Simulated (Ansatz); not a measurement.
# UPBE/cc-pVDZ run of SiH2SeCl (SMILES Cl[SiH][SeH])

What is the energy change on altering one bond length of SiH2SeCl at UPBE/cc-pVDZ? 

The results are computed with Ansatz 0.2.0.

69 further runs of the same task are left out: 69 set aside as unsound or not needed. Runs told in other sessions of the task aren't counted.

## 1. Starting point

The species is SiH2SeCl (5 atoms), meant as a doublet with charge 0. SMILES: `Cl[SiH][SeH]`. The shape is that of a PBE0-D4/def2-TZVP optimisation. This is one conformer, not always the lowest.

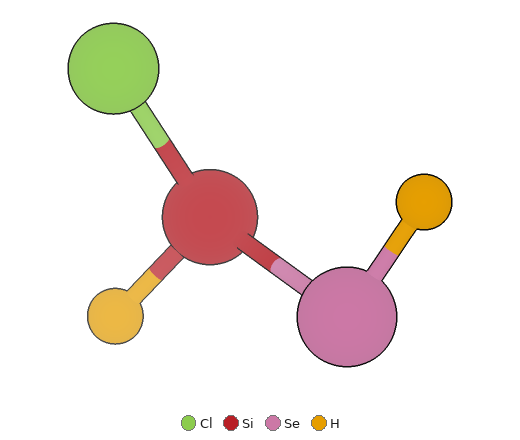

The structure, seen from a chosen angle (chlorine green, silicon red, selenium pink, hydrogen amber).

## 2. A single-point energy at UPBE/cc-pVDZ

run.yaml

```yaml
crystal:
  periodic: [false, false, false]
  atoms:
    - {symbol: Cl, position_ang: [-2.098500, -0.286100, 0.143900]}
    - {symbol: Si, position_ang: [-0.121800, -0.761200, -0.193900]}
    - {symbol: Se, position_ang: [1.300800, 0.972900, 0.128200]}
    - {symbol: H, position_ang: [0.283800, -1.778100, 0.815900]}
    - {symbol: H, position_ang: [0.685700, 1.778800, -0.935500]}
basis:
  gaussian:
    orbitals: cc-pVDZ
magnetization:
  spin_polarized: true
  initial_magnetization: 1
hamiltonian:
  xc: pbe
accuracy: high
output: {orbitals: {seedname: orbitals}}
```

Command:

```bash
$ ansatz run run.yaml --threads 1 --pin off --max-ram 2610MiB --events-out events.jsonl --progress --plain --runs-dir runs
```

The program printed:

```text
Warning: RAYON_NUM_THREADS=1 ignored (pool sized by the plan → 1); use --threads N
Functional definition: PBE
  name "PBE"
  parameter kappa = 0.804
  parameter beta = 0.06672455060314922
  exchange = pbe_x(kappa = kappa, mu = beta*pi^2/3)
  correlation = pbe_c(beta = beta)
1586 factors; integrals over basis functions are off by at most 4.6e-9 eV
mean field evaluation 1: about -85762.8687 eV, gradient 9.0e0 eV
mean field evaluation 2: about -85763.1375 eV, gradient 7.3e0 eV
mean field evaluation 4: about -85763.4588 eV, gradient 7.1e-1 eV
mean field evaluation 8: about -85763.4566 eV, gradient 3.6e-2 eV
mean field evaluation 16: about -85763.4566 eV, gradient 1.8e-5 eV
mean field -85763.45661591 eV, -3151.7488980760 hartree, gradient 4.9e-8 eV, S^2 0.751854; 0 other end points of the search recorded, 0 dependent functions left out
reference -85763.45661865 eV, -3151.7488981767 hartree; 34, 33 occupied and 39, 40 virtual orbitals, 1586 factors
Total energy: -85763.45661865 eV, -3151.7488981767 hartree
```

It took 5.1 s on 1 thread of Intel Xeon 6975P-C (Granite Rapids), shared host; peak memory 0.25 GiB.

## 3. The distorted shape at the same level

in.yaml

```yaml
crystal:
  periodic: [false, false, false]
  atoms:
    - symbol: Cl
      position_ang: [-3.679898, 0.093989, 0.414147]
    - symbol: Si
      position_ang: [-0.121800, -0.761200, -0.193900]
    - symbol: Se
      position_ang: [1.300800, 0.972900, 0.128200]
    - symbol: H
      position_ang: [0.283800, -1.778100, 0.815900]
    - symbol: H
      position_ang: [0.685700, 1.778800, -0.935500]
basis:
  gaussian:
    orbitals: cc-pVDZ
hamiltonian:
  xc: pbe
magnetization:
  spin_polarized: true
  initial_magnetization: 1
accuracy: high
output: {orbitals: {seedname: orbitals}}
```

Command:

```bash
$ ansatz run in.yaml --threads 1 --pin off --max-ram 2610MiB --events-out events.jsonl --progress --plain --runs-dir runs
```

The program printed:

```text
Warning: RAYON_NUM_THREADS=1 ignored (pool sized by the plan → 1); use --threads N
[... 6 set-up lines as earlier in the session ...]
1513 factors; integrals over basis functions are off by at most 4.6e-9 eV
mean field evaluation 1: about -85756.8790 eV, gradient 1.9e1 eV
mean field evaluation 2: about -85551.2029 eV, gradient 7.8e1 eV
mean field evaluation 4: about -85757.9976 eV, gradient 1.5e1 eV
mean field evaluation 8: about -85760.1013 eV, gradient 7.9e0 eV
mean field evaluation 16: about -85760.8864 eV, gradient 5.5e-8 eV
mean field evaluation 32: about -85756.9514 eV, gradient 1.1e1 eV
mean field evaluation 64: about -85760.7366 eV, gradient 2.0e0 eV
mean field -85760.88635912 eV, -3151.6544428810 hartree, gradient 1.7e-8 eV, S^2 0.762293; 10 other end points of the search recorded, 0 dependent functions left out
reference -85760.88636214 eV, -3151.6544429922 hartree; 34, 33 occupied and 39, 40 virtual orbitals, 1513 factors
Total energy: -85760.88636214 eV, -3151.6544429922 hartree
```

Wall time 9.6 s (1 thread of Intel Xeon 6975P-C (Granite Rapids), shared host); peak memory 0.25 GiB.

## 4. Outcome

Level: UPBE/cc-pVDZ.

```
                                                           quantity           value
                                          first shape: total energy  -3151.74890 Eh
                    first shape: HOMO energy (highest over α and β)        -5.12 eV
                     first shape: LUMO energy (lowest over α and β)        -3.77 eV
                                                  first shape: ⟨S²⟩           0.752
                                      distorted shape: total energy  -3151.65444 Eh
                distorted shape: HOMO energy (highest over α and β)        -5.95 eV
                 distorted shape: LUMO energy (lowest over α and β)        -5.76 eV
                                              distorted shape: ⟨S²⟩           0.762
energy change with the Cl1–Si2 bond stretched from 2.061 to 3.710 Å        2.570 eV
```

What this shows: With the Cl1–Si2 bond stretched from 2.061 to 3.710 Å the energy rises by 2.57 eV (59 kcal/mol). The first shape isn't relaxed at this level, so the change isn't measured from a minimum.
